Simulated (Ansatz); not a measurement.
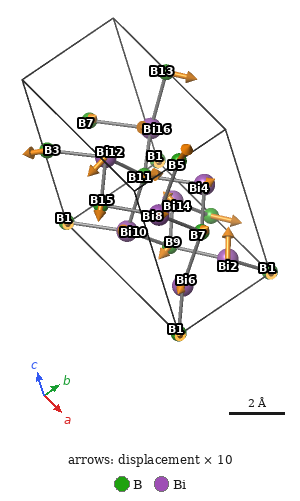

A relaxation of solid BiB (built on the zincblende type). The starting structure is drawn; orange arrows show the displacements (the part carried along by the change of the cell is left out), magnified 10 times.

Style: ball-and-stick. Shown: the cell of the calculation, reduced to other axes, slightly off an axis. Lengths and directions refer to the drawn axes.

Case: shaken.

Method: DFT, PBEsol, plane waves, PAW in Ansatz.

The input:
```yaml
crystal:
  lattice:
    - [0.0213639437, 5.5198976683, 5.5988191781]
    - [5.3837489291, 0.0434752524, 5.5767078694]
    - [5.4286483661, 5.5426857966, -0.0014241846]
  atoms:
    - { symbol: B, position: [-0.0007873634, 0.0004963021, 0.0103909705] }
    - { symbol: Bi, position: [0.120472776, 0.140042331, 0.1154189198] }
    - { symbol: B, position: [-0.0162947429, 0.0005866596, 0.5144542078] }
    - { symbol: Bi, position: [0.1306500524, 0.1241789978, 0.6241003367] }
    - { symbol: B, position: [0.0113900855, 0.492881702, -0.0132340755] }
    - { symbol: Bi, position: [0.1238338087, 0.6169055242, 0.1336199813] }
    - { symbol: B, position: [0.0051118799, 0.4965785028, 0.4985103262] }
    - { symbol: Bi, position: [0.129659483, 0.6238058134, 0.6276881343] }
    - { symbol: B, position: [0.4950784351, -0.0091557159, 0.0129048795] }
    - { symbol: Bi, position: [0.6240292976, 0.1158006284, 0.1264351212] }
    - { symbol: B, position: [0.5063751701, 0.0049465838, 0.5036598038] }
    - { symbol: Bi, position: [0.6159174733, 0.1147309165, 0.6433364451] }
    - { symbol: B, position: [0.5176964367, 0.4940517074, 0.0018632082] }
    - { symbol: Bi, position: [0.6176867846, 0.6281871851, 0.1277337327] }
    - { symbol: B, position: [0.5005115636, 0.4886219443, 0.5127198488] }
    - { symbol: Bi, position: [0.6111777005, 0.6335217336, 0.6378360183] }
kpoints:
  mp_grid: { grid: [4, 4, 4] }
hamiltonian:
  xc: pbesol
scf:
  occupations: { method: fermi_dirac, width: 0.05 }
relax:
  f_tol: 0.01
  cell: {}
  max_steps: 120
```

### Describe the change and its energy.

After 3 accepted moves (4 points after the start) the energy has fallen by 50.7 meV per atom. The largest force component goes from 1.7 to 0.00027 eV/Å. The pressure goes from −1.19 to 0.00 GPa. At 1 point the geometry stayed and the basis and grid were re-selected for the new cell (energy shift of 0.2 meV per atom at most each time). The atom that moves furthest relative to the cell is B5 (0.14 Å along [2 1 3]). Largest moves by element: B 0.14 Å, Bi 0.12 Å. The volume changes by −2.3 %, with a 7.665 → 7.713 Å (+0.6 %), b 7.752 → 7.714 Å (−0.5 %), c 7.758 → 7.714 Å (−0.6 %), α 119.3° → 120.0°, β 91.2° → 90.0°, γ 118.7° → 120.0°. Near-neighbour distances that change, for instance: Bi2–B3 2.546 → 2.362 Å, B5–Bi14 2.496 → 2.362 Å, Bi2–B5 2.229 → 2.362 Å, B1–Bi4 2.462 → 2.362 Å. Among the angles between lasting bonds that change: B1–Bi10–B13 102.9° → 109.5°, B3–Bi4–B11 116.0° → 109.5°, Bi6–B13–Bi10 103.2° → 109.5°. The space group (tolerance 0.01 Å) goes from P1 (No. 1) to F-43m (No. 216). Cost: 73 s on 1 × NVIDIA H100 80GB HBM3 with 2 threads of AMD EPYC 7R13 Processor (Zen 3), with other jobs on the host, peak memory 1.2 GiB.
